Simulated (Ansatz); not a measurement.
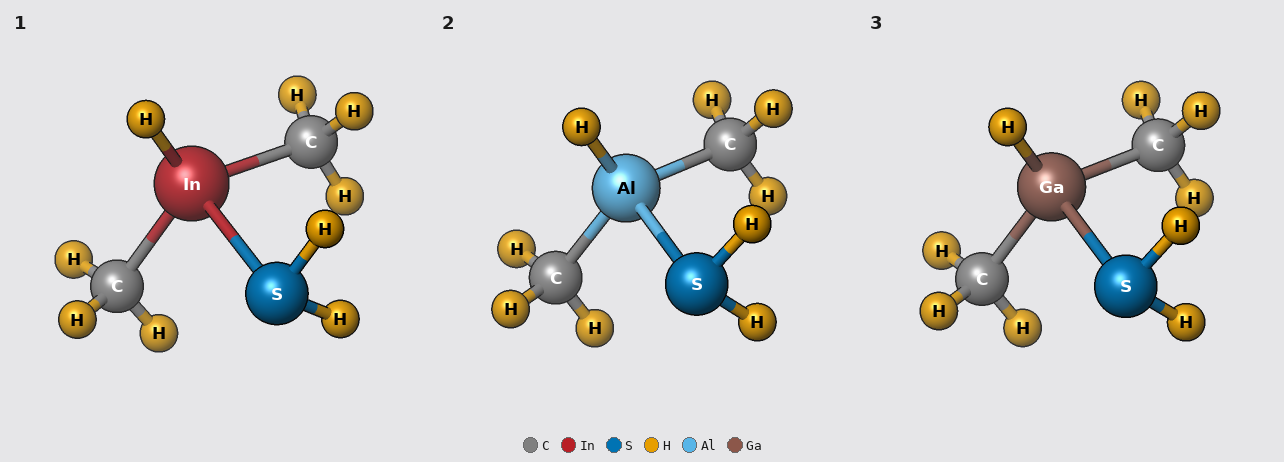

3 molecules with one skeleton, seen from the same side and at one scale. Each species is neutral and a spin singlet. Computed geometries: PBE0-D4/def2-TZVP optimisations, one conformation each. Properties computed with Ansatz 0.2.0. Elements past Kr carry core potentials.

One atom differs, called X below: In in panel 1, Al in panel 2, Ga in panel 3. Their formulas are C2H9InS (`[CH3][InH-]([CH3])[SH2+]`), C2H9AlS (`[CH3][AlH-]([CH3])[SH2+]`), C2H9GaS (`[CH3][GaH-]([CH3])[SH2+]`).

**Rank them by the HOMO–LUMO gap, lowest first (PBE-D4/def2-TZVPP).**

1 (In), 2 (Al), 3 (Ga).

**Rank them by the dipole moment, lowest first (PBE-D4/def2-TZVPP).**

1 (In), 3 (Ga), 2 (Al).

Give the values. With PBE0-D4/def2-TZVP: mean length of X–C (Å), length of X–H (Å), length of X–S (Å), mean angle C–X–S (°). With PBE-D4/def2-TZVPP: dipole moment (D), HOMO energy (Kohn–Sham orbital) (eV), HOMO–LUMO gap (eV).

```
                            quantity  1 (In)  2 (Al)  3 (Ga)
              mean length of X–C (Å)   2.168   1.970   1.985
                   length of X–H (Å)   1.741   1.604   1.585
                   length of X–S (Å)   2.901   2.571   2.661
                mean angle C–X–S (°)    94.9    99.0    97.5
                   dipole moment (D)    2.58    3.25    2.79
HOMO energy (Kohn–Sham orbital) (eV)   −5.69   −5.98   −5.99
                  HOMO–LUMO gap (eV)    4.39    4.48    4.68
```
